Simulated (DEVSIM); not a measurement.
System: Ni/SiO2/n-Si capacitor, at 400 K.

```csv
layer (left to right),material,thickness (nm),Nd (cm⁻³)
1,SiO2,1.80,-
2,Si,10000,3.2e15
```

Metal gate on the left, work function 5.1 eV. Fixed charge at the semiconductor interface 1e11 cm⁻² (in units of +e); interface traps 6.1e10 cm⁻² eV⁻¹, uniform in energy, neutral level at 0.7 of the gap above the valence band.

This is a model device: material constants are rounded textbook-type values typed into the input, and sizes, dopings and lifetimes were drawn at random. Values at 300 K; Nc and Nv go as T^1.5, mobilities as T to minus their exponent, the gap by Varshni's rule with the affinity fixed.

| parameter | SiO2 | Si |
|---|---|---|
| gap (eV) | 9 | 1.124 |
| affinity (eV) | 0.9 | 4.05 |
| permittivity | 3.9 | 11.7 |
| Nc (cm⁻³) | - | 2.86e19 |
| Nv (cm⁻³) | - | 3.1e19 |
| Varshni α (eV/K) | - | 0.000473 |
| Varshni β (K) | - | 636 |

Simulated with DEVSIM: 1D Poisson equation in equilibrium, Boltzmann statistics, complete ionisation; no quantum confinement or tunnelling. Metal contacts follow the ideal Schottky-Mott rule: no Fermi-level pinning, no interface dipoles.

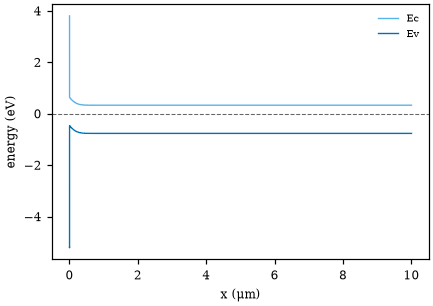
Band edges at 0.4 V on the gate

Energies count from the Fermi level of the right contact; mesh points crowd at the junctions.

```tsv
x (μm)	Ec (eV)	Ev (eV)	n (cm⁻³)	p (cm⁻³)	field (V/cm)
0.000	3.800	-5.200	< 1e2	< 1e2	-100000
0.0008432	3.791	-5.209	< 1e2	< 1e2	-100000
0.001609	3.783	-5.217	< 1e2	< 1e2	-100000
0.002849	0.630	-0.467	5.1e11	6.3e13	-16000
0.007175	0.623	-0.474	6.3e11	5.1e13	-16000
0.01538	0.610	-0.487	9.2e11	3.5e13	-16000
0.03278	0.583	-0.513	2.0e12	1.6e13	-15000
0.09573	0.500	-0.596	2.2e13	1.5e12	-12000
0.2151	0.395	-0.701	4.6e14	6.9e10	-6100
0.4683	0.333	-0.764	2.8e15	1.1e10	-510
1.056	0.328	-0.768	3.2e15	1.0e10	≈ 0
3.122	0.328	-0.768	3.2e15	1.0e10	≈ 0
6.439	0.328	-0.768	3.2e15	1.0e10	≈ 0
8.369	0.328	-0.768	3.2e15	1.0e10	≈ 0
9.450	0.328	-0.768	3.2e15	1.0e10	≈ 0
9.758	0.328	-0.768	3.2e15	1.0e10	≈ 0
9.891	0.328	-0.768	3.2e15	1.0e10	≈ 0
9.953	0.328	-0.768	3.2e15	1.0e10	≈ 0
9.986	0.328	-0.768	3.2e15	1.0e10	≈ 0
9.995	0.328	-0.768	3.2e15	1.0e10	≈ 0
9.999	0.328	-0.768	3.2e15	1.0e10	≈ 0
10.00	0.328	-0.768	3.2e15	1.0e10	≈ 0
```
